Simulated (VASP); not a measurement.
Band structure of SiRu (space group P2_13). Method: modified Becke-Johnson potential (mBJ), VASP's PBE PAW potentials (set 64) (plane waves; VASP).

mBJ is a potential without an energy functional, so only the levels count.

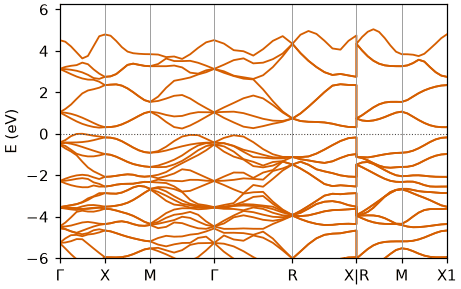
Fig. 1. Bands along high-symmetry lines, zero at the valence-band maximum or, without a gap, the Fermi level

### Question
Read the plot: is there a gap, and where are the band edges?

### Answer
The gap is indirect, 0.25 eV, from the valence maximum at (0.25, 0.00, 0.00) to the conduction minimum at (0.25, 0.25, 0.00).

The structure comes from a computed database's SiRu entry (P2_13); how it stands against other phases isn't given here. It was relaxed first. The cell's shape comes from a PBE relaxation.
